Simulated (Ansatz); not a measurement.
Fields on a plane of SiO2 (alpha-cristobalite type, space group P4_12_12)

```yaml
crystal:
  lattice:
    - [5.03096, 0.00000, 0.00000]
    - [0.00000, 5.03096, 0.00000]
    - [0.00000, 0.00000, 7.01444]
  atoms:
    - { symbol: Si, position: [0.29764, 0.29764, 0.50000] }
    - { symbol: Si, position: [0.79764, 0.20236, 0.25000] }
    - { symbol: Si, position: [0.20236, 0.79764, 0.75000] }
    - { symbol: Si, position: [0.70236, 0.70236, 0.00000] }
    - { symbol: O, position: [0.23975, 0.10103, 0.67790] }
    - { symbol: O, position: [0.73975, 0.39897, 0.07210] }
    - { symbol: O, position: [0.26025, 0.60103, 0.57210] }
    - { symbol: O, position: [0.76025, 0.89897, 0.17790] }
    - { symbol: O, position: [0.89897, 0.76025, 0.82210] }
    - { symbol: O, position: [0.39897, 0.73975, 0.92790] }
    - { symbol: O, position: [0.60103, 0.26025, 0.42790] }
    - { symbol: O, position: [0.10103, 0.23975, 0.32210] }
```

The slice is a (0 -1 1) plane (indices of the conventional cell) through the point (0.601, 0.260, 0.428) (fractional), spanned by u = [100] and v = [011] in vectors of this cell: u (5.03 Å) and v (8.63 Å, at 90° to u). It covers one period; positions are fractions (u, v).

Atoms on it: Si at (0.70, 0.06), 0.1 Å off the plane; O at (0.80, 0.49), 0.1 Å off the plane; O at (0.00, 0.00). Other atoms lie within 1 Å of the plane.

Calculation: PBEsol (plane waves to 420 eV, PAW, scalar-relativistic; Ansatz, a first-principles code). k mesh 5×5×4. Inside the PAW spheres the values are not all-electron values, and peaks at nuclei hang on which shells count as valence. SiO2 was relaxed with its symmetry unable to fall.

```
|99997766555566888888776655667799|
|88776655556677889988775544556677|
|66665555556677889988665533334455|
|55555544555566777766554422223344|
|44556666555555555555443311112233|
|55667777665544443333221100002233|
|55778888776644332211110000002233|
|55778888776644221100000000112244|
|55778888775544220000000011112244|
|55667777665533220000112233333344|
|55556666554433221122334455555544|
|55555555554433222233446677776666|
|66445555665555443344557799998877|
|66555566777766554444668899999977|
|66556677888877665555668899998877|
|55556677889988665555667788887766|
|44445566888877665544556666665544|
|22334455666666554444445555444433|
|11223344445544444444444444332222|
|00001122333333334455555544332211|
|00000000111122334455666655443311|
|11000000000011334455666666443322|
|22111100000011334455666666553322|
|33332211000011334455666666554444|
|55554433111122334455555555555555|
|77775544222233444455443344556677|
|99997755333344555566553344667799|
|99997755444455667777665555668899|
```
Scale: ten equal steps from -2.15 (start of '0') to 0.89 (end of '9'), in the order '0123456789'. Values: log₁₀ of the valence density in e/Å³. The map has 16 points along u (two characters each, u = 0 at the left) and 28 along v (v = 0 in the bottom row). The scale is logarithmic, as a density can span decades between atoms and voids.

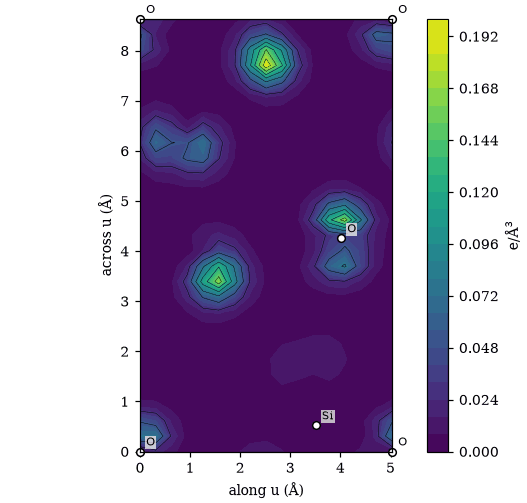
Figure. Density of the highest valence band (whole band, smooth part) in e/Å³, one period of the plane, atoms marked. 

* **Element round which the density of the highest valence band (whole band, smooth part) is largest on this plane**: O
* **Element round which the density of the lowest conduction band (whole band as if filled, smooth part) is largest on this plane**: O
